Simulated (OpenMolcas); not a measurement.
## KI: single-point calculation (part 2 of 2)

KI (Potassium Iodide); CCSD(T)/def2-SVPD, RHF (OpenMolcas 26.06). A bond length was changed on purpose from its optimised value.

**What the program printed, continued**
```
      The MO-coefficients are taken from the file:
      job.ScfOrb
      Title: SCF orbitals

      Total molecular charge    0.00

      ************************************************************************************************************************
      *                                            Wave function control section                                             *
      ************************************************************************************************************************

                                         RASSCF iterations: Energy and convergence statistics
                                         ----------------------------------------------------

          iter iter root      energy       change     param      element    value   shift minimum  type update hh:mm:ss
 Nr of preliminary CI iterations:   1
        1   1    2    1  -895.75887302    0.00E+00   1.40E-07   19  50 1  3.07E-07   0.35   0.00    SX    NO    0:00:00
        2   1    2    1  -895.75887302   -1.14E-12  -9.77E-08   20  38 1 -1.47E-07   0.35   0.00    SX    NO    0:00:00
        3   1    2    1  -895.75887302   -1.93E-12   6.38E-08   20  38 1 -9.56E-08   0.35   0.00    SX    NO    0:00:00
        4   1    1    1  -895.75887302   -3.41E-13   0.00E+00   20  38 1 -6.30E-08   0.35   0.00    SX    NO    0:00:00
      Convergence after  4 iterations
        5   1    1    1  -895.75887302    1.14E-13   0.00E+00   20  38 1 -6.30E-08   0.35   0.00    SX    NO    0:00:00

      Natural orbitals and occupation numbers for root  1

      ************************************************************************************************************************
      *                                                    Final results                                                     *
      ************************************************************************************************************************

++    Final optimization conditions:
      ------------------------------

      Average CI energy                            -895.75887302
      RASSCF energy for state  1                   -895.75887302
      Super-CI energy                                 0.00000000
      RASSCF energy change                            0.00000000
      Max change in MO coefficients               0.000E+00
      Max non-diagonal density matrix element     0.000E+00
      Maximum BLB matrix element                 -6.296E-08
      (orbital pair  20,  38 in symmetry   1)
      Norm of electronic gradient            1.320E-07
--

      Final state energy(ies):
      ------------------------

::    RASSCF root number  1 Total energy:   -895.75887302
      Von Neumann Entropy (Root   1) = -0.00000

      Mulliken population analysis for root number:  1
      -----------------------------------------------

++    Molecular charges:
      ------------------

      Mulliken charges per centre
      ---------------------------

                K1      I2
      Total   18.0144 25.9856

      N-E      0.9856 -0.9856

      Total electronic charge=   44.000000

      Total            charge=   -0.000000
--

      Expectation values of various properties for root number:  1
      -----------------------------------------------------------

++    Molecular properties:
      ---------------------

      Charge (e):
                      =   -0.0000
      Dipole Moment (debye):
      Origin of the operator (angstrom)=    0.0000    0.0000    1.6159
                   X=  6.0357E-15               Y= -4.5241E-15               Z= -2.7837E+01           Total=  2.7837E+01
      Quadrupole Moment (debye*angstrom):
      Origin of the operator (angstrom)=    0.0000    0.0000    1.6159
                  XX= -4.2990E+01              XY= -2.0445E-14              XZ=  3.7245E-14              YY= -4.2990E+01
                  YZ= -5.0684E-14              ZZ=  5.3249E+01
      In traceless form (debye*angstrom)
                  XX= -4.8120E+01              XY= -3.0667E-14              XZ=  5.5868E-14              YY= -4.8120E+01
                  YZ= -7.6027E-14              ZZ=  9.6239E+01
--

      Canonical orbitals are written to the RASORB file
      Natural orbitals for root   1 are written to the RASORB.1 file
      Spin density orbitals for root   1 are written to the SPDORB.1 file

--- Stop Module: rasscf /rc=_RC_ALL_IS_WELL_ ---

--- Start Module: motra ---

                                               &MOTRA

                       available to each process: 1.9 GB of memory, 1 thread

      *** WARNING: Default frozen orbitals is overwritten by user input.
      *** Default values:   6

      Header of the integral files:

      Header of MO coefficients source file:
      JOBIPH

      Cartesian coordinates in angstrom:
      -----------------------------------------------------
      No.  Label        X            Y            Z
      -----------------------------------------------------
       1   K1         0.00000000   0.00000000  -3.04785600
       2   I2         0.00000000   0.00000000   3.04784400
      -----------------------------------------------------
      Nuclear repulsion energy =   41.23548977

      Orbital specifications:
      -----------------------

      Symmetry species:              1
      Number of basis functions:    62
      Frozen orbitals:               9
      Deleted orbitals:              0
      Number of orbitals used:      53

       SYMMETRY  BASIS FUNCTIONS       ORBITALS      INTEGRALS   CPU(SEC)  I/O(SEC)
        1 1 1 1   62  62  62  62    53  53  53  53     1024596       0.00      0.00

       TOTAL CPU TIME(SEC)    0.15TOTAL I/O TIME(SEC)    0.17

--- Stop Module: motra /rc=_RC_ALL_IS_WELL_ ---

--- Start Module: ccsdt ---

                                               &CCSDT

                       available to each process: 1.9 GB of memory, 1 thread

      Standard Fortran IO handling used
      Integrals for CCSD will be produced
      Integrals for Noniterative T3 will be produced
      RHF closed shell reference function

      Actual numbers of frozen and deleted orbitals :
      -----------------------------------------------

      Symmetry species                           1
      Frozen orbitals                            9
      Deleted orbitals                           0

      Wave function specifications from previous RASSCF:
      --------------------------------------------------

      Number of closed shell electrons          44
      Number of electrons in active shells       0
      Max number of holes in RAS1 space          0
      Max number of electrons in RAS3 space      0
      Number of inactive orbitals               22
      Number of active orbitals                  0
      Number of secondary orbitals              40
      Spin quantum number                      0.0
      State symmetry                             1
      Number of configuration state fnc.         1
      Number of root(s) available                1
      CI root used                               1
      This is a closed shell RHF reference function

      Orbital specifications from previous RASSCF:
      --------------------------------------------

      Symmetry species                           1
      Frozen orbitals                            0
      Inactive orbitals                         22
      Active orbitals                            0
      Secondary orbitals                        40
      Deleted orbitals                           0
      Number of basis functions                 62

      SCF energy:   -895.75887302
      -----------

      Required WRK size-sum :              1167636

      Wave function specifications:
      -----------------------------

      Spin mutiplicity                           1
      State symmetry                             1

      Orbital specifications:
      -----------------------

      Symmetry species                           1
      Total no. of orbitals                     53
      No. of occupied orbitals with alpha spin  13
      No. of occupied orbitals with beta spin   13
      No. of virtual orbitals with alpha spin   40
      No. of virtual orbitals with beta spin    40

      Methods and options:
      --------------------

      Max no. of iterations                  50
      Type of denominators                  diagonal Fock matrix elements
      energy convergence criterium                0.00000010000000

 DIIS EXTRAPOLATION USED     : YES
 FIRST ITERATION OF EXT.     :  5
 EXTRAPOLATION CYCLE         :  4

 SPIN ADAPTATION             : NONE
 RST. INF. WILL BE SAVED IN  : RSTART
 PREFERENCE MATRIX MULT.     : NORMAL
 DENOMINATOR SHIFT FOR OCC.  :      0.00000
 DENOMINATOR SHIFT FOR VIRT. :      0.00000
 LEVEL OF OUTPUT PRINTING    : MINIMAL
 INPUT/OUTPUT HANDLING       : Standard SQ
 MATRIX OPERATIONS           : ESSL

  nProcs, myRank                    1                    0
  Basic Work space requirements    :              1898489
  Max Size            232498275
  Final Work space requirements    :              2168153
  Allocation of work space   : Done

      Iteration       Total enegy      Corr. energy      Difference
          1         -895.93308705      -0.17421403      -0.17421403
          2         -895.94189482      -0.18302180      -0.00880777
          3         -895.94412688      -0.18525387      -0.00223206
          4         -895.94451553      -0.18564251      -0.00038864
          5         -895.94491692      -0.18604390      -0.00040139
          6         -895.94487807      -0.18600505       0.00003885
          7         -895.94488469      -0.18601167      -0.00000662
          8         -895.94485291      -0.18597990       0.00003178
          9         -895.94484399      -0.18597097       0.00000892
         10         -895.94483681      -0.18596380       0.00000718
         11         -895.94483362      -0.18596060       0.00000319
         12         -895.94483262      -0.18595961       0.00000100
         13         -895.94483209      -0.18595908       0.00000053
         14         -895.94483189      -0.18595887       0.00000021
         15         -895.94483172      -0.18595871       0.00000016
         16         -895.94483166      -0.18595864       0.00000006
      Convergence after                    17  Iterations

      Total energy (diff) :    -895.94483166       0.00000006
      Correlation energy  :        -0.1859586431629
      Reference energy    :      -895.7588730162203
      E1aa   contribution :       0.00000000
      E1bb   contribution :       0.00000000
      E2aaaa contribution :      -0.02611115
      E2bbbb contribution :      -0.02611115
      E2abab contribution :      -0.13373635

 Five largest amplitudes of :T1aa
  SYMA   SYMB   SYMI   SYMJ     A      B      I      J     VALUE
    1      0      1      0      1      0     11      0     0.0204805123
    1      0      1      0      4      0     11      0    -0.0176714276
    1      0      1      0     14      0     13      0     0.0119851996
    1      0      1      0     15      0     12      0    -0.0119851996
    1      0      1      0      9      0     11      0    -0.0115535368
 Euclidian norm is :     0.0417720265

 Five largest amplitudes of :T1bb
  SYMA   SYMB   SYMI   SYMJ     A      B      I      J     VALUE
    1      0      1      0      1      0     11      0     0.0204805123
    1      0      1      0      4      0     11      0    -0.0176714276
    1      0      1      0     14      0     13      0     0.0119851996
    1      0      1      0     15      0     12      0    -0.0119851996
    1      0      1      0      9      0     11      0    -0.0115535368
 Euclidian norm is :     0.0417720265

 Five largest amplitudes of :T2aaaa
  SYMA   SYMB   SYMI   SYMJ     A      B      I      J     VALUE
    1      1      1      1     21     20     13     12    -0.0242475594
    1      1      1      1     35     34     13     12    -0.0193579428
    1      1      1      1     24     23      8      7     0.0189835666
    1      1      1      1     22     18     13     11    -0.0169869773
    1      1      1      1     22     19     12     11    -0.0169869773
 Euclidian norm is :     0.1073793466

 Five largest amplitudes of :T2bbbb
  SYMA   SYMB   SYMI   SYMJ     A      B      I      J     VALUE
    1      1      1      1     21     20     13     12    -0.0242475594
    1      1      1      1     35     34     13     12    -0.0193579428
    1      1      1      1     24     23      8      7     0.0189835666
    1      1      1      1     22     18     13     11    -0.0169869773
    1      1      1      1     22     19     12     11    -0.0169869773
 Euclidian norm is :     0.1073793466

 Five largest amplitudes of :T2abab
  SYMA   SYMB   SYMI   SYMJ     A      B      I      J     VALUE
    1      1      1      1     22     22     11     11    -0.0334359682
    1      1      1      1     36     36     11     11    -0.0260266032
    1      1      1      1     18     18     11     11    -0.0251820671
    1      1      1      1     19     19     11     11    -0.0251820671
    1      1      1      1     21     21     13     13    -0.0251325133
 Euclidian norm is :     0.2732625747

      Happy Landing!

  **********************************
   Triples Contribution Calculation
  **********************************

 NORB  53
 NOA   13
 NOB   13
 NVA   40
 NVB   40

 NUMBER OF IRREPS             :  1
 MULTIPLICITY                 :  1
 OVERALL SYMMETRY STATE       :  1
 METHOD                       : CCSD+T(CCSD)+<T3(1)WT1> = CCSD(T)
 TYPE OF DENOMINATOR          : DIAGONAL
 SPIN ADAPTATION             : NONE
 CCSD RESULTS LOAD FROM FILE : RSTART
 PREFERENCE MATRIX MULT.     : NORMAL
 DENOMINATOR SHIFT FOR OCC.  :  0.00000E+00
 DENOMINATOR SHIFT FOR VIRT. :  0.00000E+00
 LEVEL OF OUTPUT PRINTING    : MINIMAL
 INPUT/OUTPUT HANDLING       : Standard SQ
 MATRIX HANDLING             : ESSL
 IJ CYCLE SEGMENTED          : NO

  Work space requirements :              1346102
  Allocation of work space : Done
       CCSD     =      -895.9448316593832
       T3 corr. =        -0.0035979685970
       CCSD + T3=      -895.9484296279802
  T3 energy decomposition into spin parts
  Eaaa =  -1.0836358617324008E-004
  Eaab =  -1.6906207123223653E-003
  Eabb =  -1.6906207123223659E-003
  Ebbb =  -1.0836358617324007E-004

      Happy Landing!

--- Stop Module: ccsdt /rc=_RC_ALL_IS_WELL_ ---
--- Module ccsdt spent 11 seconds ---

.##################.
.# Happy landing! #.
.##################.

    Timing: Wall=14.71 User=13.01 System=1.66
```

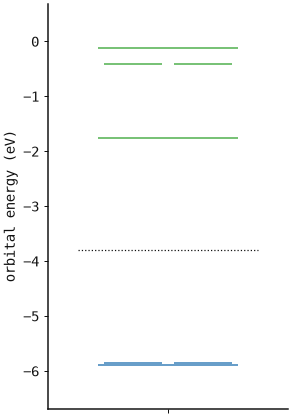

Figure 1. Orbital energies near the frontier (SCF reference); the dotted line parts filled from empty levels, and levels within 0.02 eV of each other stand side by side. Highest filled −5.85 eV, lowest empty −1.75 eV, 4.10 eV apart.

The run was set up as follows.

**Input file**
```
&GATEWAY
 BasLib=$CurrDir
 Coord
 2
 angstrom
 K        0.000000       0.000000      -3.047856
 I        0.000000       0.000000       3.047844
 Basis=def2-SVPD
 Group=NoSym

&SEWARD

&SCF
 PrOrbitals=1 1

&RASSCF
 FileOrb=$Project.ScfOrb
 Spin=1
 Nactel=0 0 0
 Inactive=22
 Ras2=0
 OutOrbitals=Canonical
 OrbListing=Nothing

&MOTRA
 JobIph
 Frozen=9

&CCSDT
 CCT
 Triples=2
 Iterations=50
 Extrapolation=5 4
```

Command:
```bash
export MOLCAS_MEM=1860
pymolcas job.input > job.log
```

**Key numbers**

```csv
quantity,value
outcome,converged
total energy,−895.948430 hartree
SCF energy,−895.758873 hartree
CCSD energy,−895.944832 hartree
correlation energy,−0.189557 hartree
(T) correction,−0.003598 hartree
basis functions,62
HOMO of the SCF reference,−5.85 eV
LUMO of the SCF reference,−1.75 eV
hardware,"1 thread of Arm Neoverse V1, 24 GiB of memory available, shared host"
wall time,15 s
peak memory,0.4 GiB
```
